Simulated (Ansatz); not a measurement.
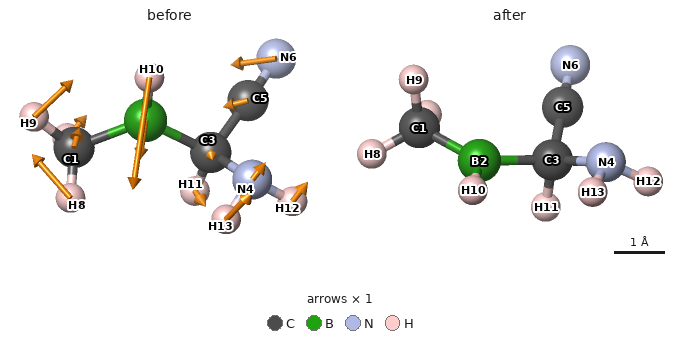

The structure of C3H7BN2 before (left) and after (right) a relaxation, at one scale. The orange arrows give the displacements, at their true length.

Style: ball-and-stick. Shown at a tilt.

The run prepares an end point of a later path (torsion) calculation, from a guessed geometry.

Method: RKS revPBE-D4/def2-SVP (Ansatz 0.2.0).

Input file:
```yaml
crystal:
  periodic: [false, false, false]
  atoms:
    - { symbol: C, position_ang: [-0.2712, -0.0525, 1.9728] }
    - { symbol: B, position_ang: [0.3999, 0.426, 0.6156] }
    - { symbol: C, position_ang: [-0.1804, -0.0607, -0.8121] }
    - { symbol: "N", position_ang: [0.9539, -0.8229, -1.4981] }
    - { symbol: C, position_ang: [-0.5114, 1.1082, -1.6124] }
    - { symbol: "N", position_ang: [-0.8027, 2.0588, -2.2251] }
    - { symbol: H, position_ang: [-1.3408, 0.3594, 1.9579] }
    - { symbol: H, position_ang: [-0.2753, -1.097, 2.0364] }
    - { symbol: H, position_ang: [0.2189, 0.445, 2.8723] }
    - { symbol: H, position_ang: [1.3687, 1.1146, 0.6902] }
    - { symbol: H, position_ang: [-1.0643, -0.6888, -0.6275] }
    - { symbol: H, position_ang: [0.5069, -1.1461, -2.3936] }
    - { symbol: H, position_ang: [1.0182, -1.6787, -0.9618] }
basis:
  gaussian: { orbitals: def2-SVP }
hamiltonian:
  xc: revpbe
  dispersion: d4
relax:
  f_tol: 0.015
  max_steps: 40
```

Run as
```bash
ansatz run input.yaml --threads 2 --pin off --max-ram 3072MiB --backend cpu --events-out ev --progress --plain --runs-dir out
```

Q: What changed between the two?

A: The relaxation stopped without meeting its thresholds, so the last structure isn't shown to be converged. It used up its limit of 40 steps. The energy falls by 0.448 eV in 35 accepted moves (39 points after the start). The largest force component goes from 3.8 to 0.042 eV/Å. The line search rejected the trial steps at points 11, 16, 21, 36 of the run. The forces were under the threshold at step 22, but the run went on from there. The atom that moves furthest after the best rigid fit is H10 (2.33 Å). Largest moves by element: H 2.33 Å, N 1.01 Å, B 0.83 Å, C 0.55 Å. Among the contacts that change: C3–N4 1.529 → 1.459 Å, C1–H8 1.046 → 1.109 Å, C3–H11 1.100 → 1.140 Å, C1–H7 1.146 → 1.108 Å. Bond angles that change, for instance: B2–C3–H11 108.2° → 95.0°, B2–C3–N4 106.3° → 116.2°, B2–C1–H7 106.0° → 115.6°. Groups turn about B2–C3 by about 95°, C1–B2 by about 80°, C3–N4 by about 20°.
